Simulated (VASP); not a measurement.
Band structure of CsCl (CsCl type). Method: PBE GGA, VASP's PBE PAW potentials (set 64) (plane waves; VASP).

Unless said otherwise, spin-orbit coupling is left out, though it shifts the bands of the heavy elements here.

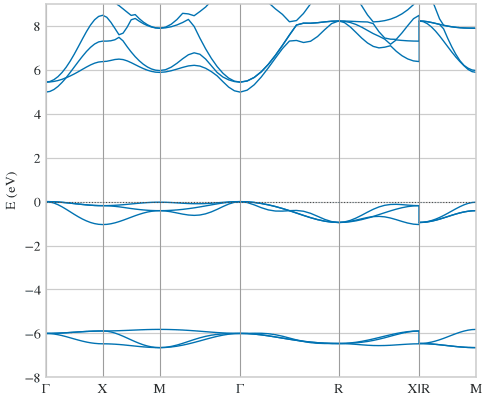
Bands along high-symmetry lines, zero at the valence-band maximum or, without a gap, the Fermi level

### Question
Read the plot: is there a gap, and where are the band edges?

### Answer
The gap is direct, 4.99 eV, from the valence maximum at Γ to the conduction minimum at Γ. (Edges off the drawn lines would not show.)

Measured: gap 8.35 eV at 80 K (computed value off by -3.36 eV), as given by Wikipedia, Caesium chloride.

The compound is CsCl in the CsCl type structure. It was relaxed first, which changed the volume by +7 %.
